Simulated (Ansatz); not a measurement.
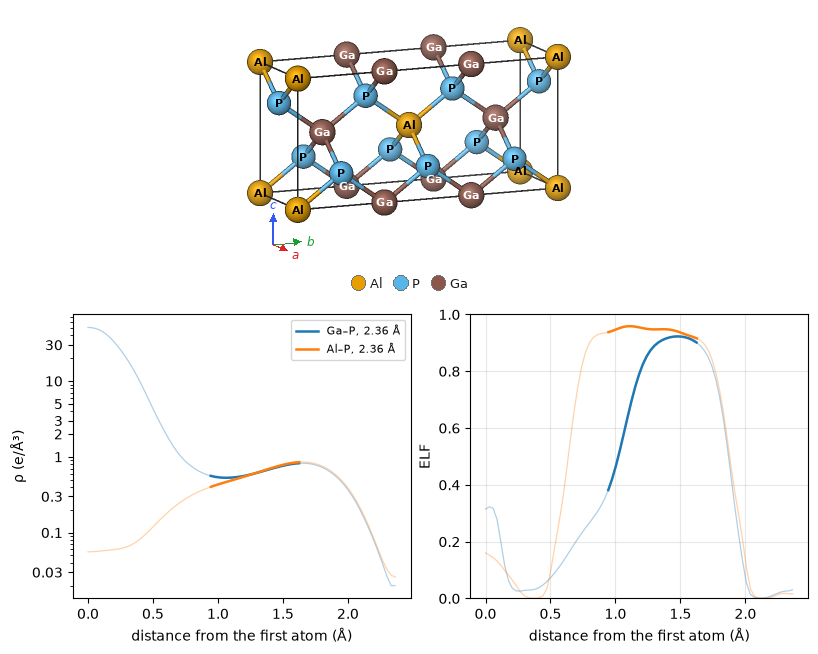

*AlGa2P3. Valence pseudo-density and ELF along straight lines between neighbouring atoms. Thin, pale parts lie inside the atomic spheres. The structure is drawn too.*

Space group Imm2; started from the ordered alloy on zincblende lattice prototype, which need not be the ambient phase.

Theory: Ansatz 0.2.0, DFT, HSE06, plane waves, PAW.

The density is the valence pseudo-density of a PAW calculation; it isn't the true density close to the nuclei.

### Compare the contacts.

Ga–P (2.36 Å): the density is about 0.55 e/Å³ at the midpoint; the ELF peaks at about 0.90 in the valence shell of P, 0.9 Å from its nucleus, and is about 0.80 at the midpoint.
Al–P (2.36 Å): ρ at the midpoint is about 0.53 e/Å³; the ELF peaks at about 0.95 between the atoms: a shared electron pair.
